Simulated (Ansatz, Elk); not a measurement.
# Bonding as seen by X-rays: Na2Ir

The structure of Na2Ir used here is made up (a known structure type with other elements) and was relaxed beforehand with PBEsol. The aim is the Fourier transform of its all-electron density, F(hkl), set beside the sum over free spherical atoms that refinements use.

Program: Elk 11.2.3 (patched build). Level of theory: DFT, PBE, all-electron APW+lo, Dirac cores, scalar-relativistic bands, static density, no spin. Results are calculated unless marked as measured.

The structure was built from a prototype and need not be the compound's stable phase.

### 1. Set-up

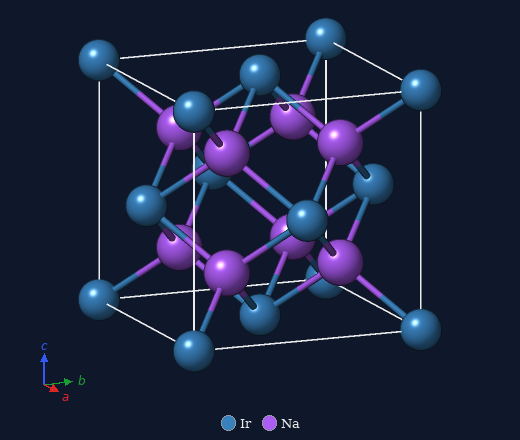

Start, viewed slightly off an axis; iridium blue, sodium purple. This picture shows the conventional cell, with its axes. Some periodic images of atoms are drawn too.

### 2. Ground state and structure factors

An all-electron density is needed, since X-rays see the cores too. Task 0 finds the density and task 195 Fourier-transforms it; tshift is off so that phases refer to the origin typed.

Input file elk.in:

```
tasks
  0
  195

xctype
  20

spinpol
  .false.

rgkmax
  7.0

gmaxvr
  14.0

lmaxo
  7

lmaxapw
  8

swidth
  0.002

tshift
  .false.

ramdisk
  .false.

hmaxvr
  5.5

maxscl
  120

epspot
  1e-06

sppath
  './'

avec
  -0.00000000000 6.42031452321 6.42031452321
  6.42031452321 0.00000000000 6.42031452321
  6.42031452321 6.42031452321 -0.00000000000

atoms
  2
  'Ir.in'
  1
  0.0000000000 -0.0000000000 -0.0000000000   0.000000 0.000000 0.000000
  'Na.in'
  2
  0.2500000000 0.2500000000 0.2500000000   0.000000 0.000000 0.000000
  0.7500000000 0.7500000000 0.7500000000   0.000000 0.000000 0.000000

ngridk
  6 6 6
```

The run is started by

```sh
$ OMP_NUM_THREADS=4 elk
```

Numbers of over 12 decimals in the logs are rounded to 6 here.

What it wrote:

```text
┌─────────────────────────┐
│ Elk code version 11.2.3 │
└─────────────────────────┘

All units are atomic (Hartree, Bohr, etc.)

┌─────────────────────────────────────────────────┐
│ Ground-state run starting from atomic densities │
└─────────────────────────────────────────────────┘

Lattice vectors :
  -0.000000000       6.420314523       6.420314523
   6.420314523       0.000000000       6.420314523
   6.420314523       6.420314523      -0.000000000

Reciprocal lattice vectors :
 -0.4893206777      0.4893206777      0.4893206777
  0.4893206777     -0.4893206777      0.4893206777
  0.4893206777      0.4893206777     -0.4893206777

Unit cell volume      :    529.2963609
Brillouin zone volume :   0.4686414489

Muffin-tin inner radius fraction :   0.1000000000E-01

Nuclei treated as point charges

Species : 1 (Ir)
 parameters loaded from : Ir.in
 name : iridium
 nuclear charge    :   -77.00000000
 electronic charge :    77.00000000
 atomic mass :    350390.1562
 muffin-tin radius :    2.800000000
 number of radial points in muffin-tin :   1393
 inner part over the whole radius :   0.9964929683E-02
 number on inner part of muffin-tin    :   1000
 approximate nuclear radius :   0.1024342351E-03
 number of mesh points to nuclear radius :    522
 atomic positions (lattice), magnetic fields (Cartesian) :
  1 :   0.00000000  0.00000000  0.00000000    0.00000000  0.00000000  0.00000000

Species : 2 (Na)
 parameters loaded from : Na.in
 name : sodium
 nuclear charge    :   -11.00000000
 electronic charge :    11.00000000
 atomic mass :    41907.78703
 muffin-tin radius :    2.200000000
 number of radial points in muffin-tin :    793
 inner part over the whole radius :   0.9883648912E-02
 number on inner part of muffin-tin    :    551
 approximate nuclear radius :   0.5574345702E-04
 number of mesh points to nuclear radius :    238
 atomic positions (lattice), magnetic fields (Cartesian) :
  1 :   0.25000000  0.25000000  0.25000000    0.00000000  0.00000000  0.00000000
  2 :  -0.25000000 -0.25000000 -0.25000000    0.00000000  0.00000000  0.00000000

Total number of atoms per unit cell :    3
Total muffin-tin volume :    181.1567988
 ratio of muffin-tin to unit cell volume :   0.3422596718

Spin treatment :
 spin-unpolarised

Number of Bravais lattice symmetries :   48
Number of crystal symmetries         :   48
Crystal has inversion symmetry
Real symmetric eigensolver will be used

k-point grid :      6     6     6
k-point offset :    0.000000000       0.000000000       0.000000000
k-point set is reduced with full crystal symmetry group
Total number of k-points :       16

Muffin-tin radius times maximum |G+k| :    7.000000000
 using average radius
Maximum |G+k| for APW functions       :    2.916666667
Maximum (1/2)|G+k|²                   :    4.253472222
Maximum |G| for potential and density :    14.00000000
Constant for pseudocharge density :   10
 order of it for each species :   17  17
 order of it for pair densities of each species (exact exchange by exxq0 0: 18) :   13   7
Radial integration step length :    1

G-vector grid sizes :     42    42    42
Number of G-vectors :    24357

Maximum angular momentum used for
 APW functions            :    8
 outer part of muffin-tin :    7
 inner part of muffin-tin :    2

Total nuclear charge    :   -99.00000000
Total core charge       :    52.00000000
Total valence charge    :    47.00000000
Total excess charge     :    0.000000000
Total electronic charge :    99.00000000

Effective Wigner radius, rₛ :    1.084738450

Number of empty states         :     12
Total number of valence states :     36
Total number of core states    :     52

Third-order local-orbitals added for an l without core states : T
Total number of local-orbitals :     60

Exchange-correlation functional :     20     0     0
 Perdew-Burke-Ernzerhof, Phys. Rev. Lett. 77, 3865 (1996)
 gradient requirement :    1
 generalised gradient approximation (GGA)

Smearing type :    3
 Fermi-Dirac
Smearing width :   0.2000000000E-02
[...]
exchange                    :     -372.90151395029
 correlation                 :     -5.471188
 electron entropic           :    -0.41458835841046E-02
 total energy                :     -18182.723291816

Density of states at Fermi energy :    319.8250917
 (states/Hartree/unit cell)

Estimated indirect band gap :   0.4744477103E-03
 from k-point 13 to k-point 4
Estimated direct band gap   :   0.3122008409E-02
 at k-point 4

Charges :
 core                        :    52.00000000
 valence                     :    47.00000000
 interstitial                :    2.270348920
 muffin-tins (core leakage)
  species : 1 (Ir)
   atom 1                    :    76.65047679     (  0.2469600432E-03)
  species : 2 (Na)
   atom 1                    :    10.03958714     ( -0.9715865490E-07)
   atom 2                    :    10.03958714     ( -0.9715865490E-07)
 total in muffin-tins        :    96.72965108
 total calculated charge     :    98.99970965
 total charge                :    99.00000000
 error                       :   0.2903492480E-03

RMS change in Kohn-Sham potential (target) :   0.6645592478     (  0.1000000000E-05)
Absolute change in total energy (target)   :   0.5407554078     (  0.1000000000E-03)

[... loops 3 to 14 left out ...]

┌──────────────────┐
│ Loop number : 15 │
└──────────────────┘

Energies :
 Fermi                       :     0.32801214819891E-01
 sum of occupied eigenvalues :     -11148.808602378
 electron kinetic            :      20679.277497756
 core electron kinetic       :      19813.987311323
 Coulomb                     :     -38484.248746181
 Coulomb potential           :     -31334.119819996
 nuclear-nuclear             :     -1217.7697125078
 electron-nuclear            :     -43216.250932346
 Hartree                     :      5949.7718986722
 Madelung                    :     -22817.188836183
 xc potential                :     -493.96628013823
 exchange                    :     -372.44479716945
 correlation                 :     -5.462436
 electron entropic           :    -0.41290388108223E-02
 total energy                :     -18182.882610958

Density of states at Fermi energy :    331.2170360
 (states/Hartree/unit cell)

Estimated indirect band gap :   0.5148033988E-03
 from k-point 10 to k-point 11
Estimated direct band gap   :   0.2631280283E-02
 at k-point 13

Charges :
 core                        :    52.00000000
 valence                     :    47.00000000
 interstitial                :    2.740757127
 muffin-tins (core leakage)
  species : 1 (Ir)
[...]
species : 2 (Na)
[...]
total in muffin-tins        :    96.25924287
 total calculated charge     :    98.99971134
 total charge                :    99.00000000
 error                       :   0.2886558673E-03

RMS change in Kohn-Sham potential (target) :   0.5193853712E-06 (  0.1000000000E-05)
Absolute change in total energy (target)   :   0.2931094787E-04 (  0.1000000000E-03)

Convergence targets achieved

┌──────────────────┐
│ Loop number : 16 │
└──────────────────┘

Energies :
 Fermi                       :     0.32801094589032E-01
 sum of occupied eigenvalues :     -11148.808611963
 electron kinetic            :      20679.277520761
 core electron kinetic       :      19813.987324919
 Coulomb                     :     -38484.248778852
 Coulomb potential           :     -31334.119814815
 nuclear-nuclear             :     -1217.7697125078
 electron-nuclear            :     -43216.251002704
 Hartree                     :      5949.7719363603
 Madelung                    :     -22817.188871444
 xc potential                :     -493.96631790936
 exchange                    :     -372.44479812833
 correlation                 :     -5.462436
 electron entropic           :    -0.41290379272690E-02
 total energy                :     -18182.882621604

Density of states at Fermi energy :    331.2169194
 (states/Hartree/unit cell)

Estimated indirect band gap :   0.5147858472E-03
 from k-point 10 to k-point 11
Estimated direct band gap   :   0.2631334919E-02
 at k-point 13

Charges :
 core                        :    52.00000000
 valence                     :    47.00000000
 interstitial                :    2.740755955
 muffin-tins (core leakage)
  species : 1 (Ir)
   atom 1                    :    76.08852515     (  0.2552594288E-03)
  species : 2 (Na)
   atom 1                    :    10.08535945     ( -0.9715865534E-07)
   atom 2                    :    10.08535945     ( -0.9715865534E-07)
 total in muffin-tins        :    96.25924404
 total calculated charge     :    98.99971134
 total charge                :    99.00000000
 error                       :   0.2886560803E-03

┌──────────────────────────────┐
│ Self-consistent loop stopped │
└──────────────────────────────┘

Warning : core states of species 1 leak from the muffin-tin :   0.2552594288E-03

Wrote STATE.OUT
```

Wall time 14 s (4 threads of Intel Xeon Platinum 8375C at 2.90GHz (Ice Lake), shared host); peak memory 0.16 GiB; 30 s of CPU time.

SFACRHO.OUT:

```text

h k l indices transformed by vhmat matrix:
   1.000000000       0.000000000       0.000000000    
   0.000000000       1.000000000       0.000000000    
   0.000000000       0.000000000       1.000000000    

      h      k      l  multipl.   |H|            Re(F)            Im(F)           |F|

      0      0      0      1   0.0000000       99.000000      0.30098457E-16   99.000000    
      0      1      0      8  0.84752827       71.178074      -0.0000000       71.178074    
      0     -1     -1      6  0.97864136       51.426816      0.19968062E-16   51.426816    
      2      1      1     12   1.3840079       80.880531     -0.22166794E-17   80.880531    
      0     -1     -2     24   1.6228931       61.703052      -0.0000000       61.703052    
     -2      0      0      8   1.6950565       45.902721      0.74731250E-16   45.902721    
      0      2      2      6   1.9572827       71.905207     -0.32490474E-16   71.905207    
     -1      2      0     24   2.1328994       56.266740      -0.0000000       56.266740    
     -1     -2     -3     24   2.1883086       42.819694     -0.33342710E-16   42.819694    
      2      3      3     24   2.3971720       65.627764      0.29701959E-17   65.627764    
      3      1      3     24   2.5425848       52.251552      -0.0000000       52.251552    
      0      3      0      8   2.5425848       52.301885      -0.0000000       52.301885    
     -2     -2     -4     12   2.7680158       60.747409     -0.23253363E-16   60.747409    
      2     -2     -1     48   2.8948602       49.148876      -0.0000000       49.148876    
      3     -1      0     24   2.9359241       38.935623      0.11544535E-16   38.935623    
      3      3      0      6   2.9359241       38.886783      0.24396125E-17   38.886783    
      3      4      1     24   3.0947357       56.794272      0.13015082E-16   56.794272    
      4      3      4     24   3.2086903       46.585010      -0.0000000       46.585010
```

Elk indexes on the primitive cell of elk.in and gives |H| = 4π sin θ/λ in inverse bohr. Below, one row stands for each form hkl of the conventional cell (m members, Friedel mates merged), F is for one primitive cell and the density is static (no thermal factor). Free-atom factors are Waasmaier and Kirfel's, and R is Σm||F|−|F'||/Σm|F|.

```
hkl   m  sin θ/λ (Å⁻¹)  abs F, DFT  neutral atoms   diff.
111   8          0.128      71.178         70.851  +0.327
200   6          0.147      51.427         51.206  +0.220
220  12          0.208      80.880         81.014  -0.134
311  24          0.244      61.703         61.824  -0.121
222   8          0.255      45.903         45.913  -0.011
400   6          0.294      71.905         72.100  -0.194
331  24          0.321      56.267         56.343  -0.076
420  24          0.329      42.820         42.873  -0.053
422  24          0.360      65.628         65.736  -0.108
511  24          0.382      52.252         52.352  -0.101
333   8          0.382      52.302         52.352  -0.050
440  12          0.416      60.747         60.829  -0.081
531  48          0.435      49.149         49.212  -0.063
442  24          0.442      38.936         38.971  -0.035
```

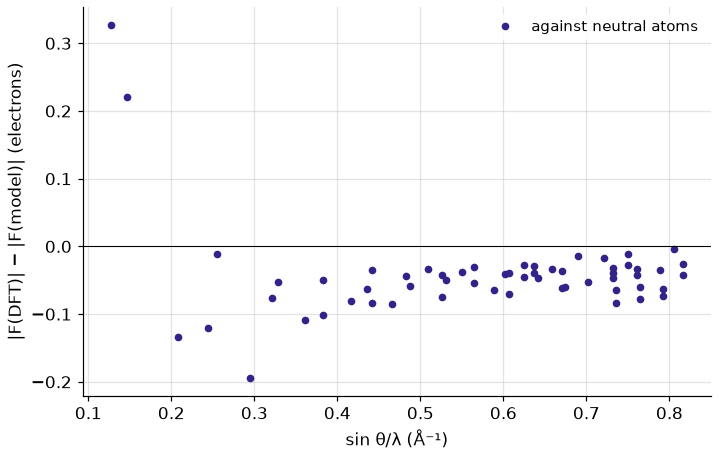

Difference between the calculated structure factors and the independent-atom ones.

### 3. The highest occupied states alone

An energy window below the Fermi level keeps the highest occupied states, to see at which angles they scatter; shallow core shells can lie inside it and anion s states outside. No new self-consistency is needed.

elk.in, as its differences from that of step 2:

```diff
@@ -1,3 +1,2 @@
 tasks
-  0
   195
@@ -40,2 +39,5 @@
 
+wsfac
+  -0.334690 0.332800
+
 sppath
```

The run is started by

```sh
$ OMP_NUM_THREADS=4 elk
```

What it wrote:

```text
┌─────────────────────────────────┐
│ Elk code version 11.2.3 started │
└─────────────────────────────────┘

Info(readinput): the functional depends on the density's gradient
 muffin-tin radial points multiplied by    2.00000
 (not where nrmtscf is given)

┌────────────────────┐
│ Current task : 195 │
└────────────────────┘

Info(sfacrho): density structure factors written to SFACRHO.OUT

 Energy window :  -0.3346900000      0.3328000000

┌──────────────────┐
│ Elk code stopped │
└──────────────────┘
```

Wall time 5 s (4 threads); peak memory 0.16 GiB.

States within 10 eV below the Fermi level hold 11.00 electrons; any levels below the window count with the cores. Their amplitudes can exceed the total, where window and core parts have opposite phase:

```
hkl  sin θ/λ (Å⁻¹)  abs F, window  abs F, all
111          0.128          5.582      71.178
200          0.147          4.628      51.427
220          0.208          2.420      80.880
311          0.244          1.541      61.703
222          0.255          1.360      45.903
400          0.294          0.722      71.905
331          0.321          0.442      56.267
420          0.329          0.293      42.820
422          0.360          0.183      65.628
511          0.382          0.017      52.252
```

(Continued in part 2 of 2.)

[Logs are printed without paths, hosts, clocks, repeated set-up lines and the standing remarks that a program may print on its own settings, such as how far it seeks lower states.]

[Hosts, paths, dates, database ids (printed as entryN), source tags and the programs' standing remarks are cut or masked in the printed files.]
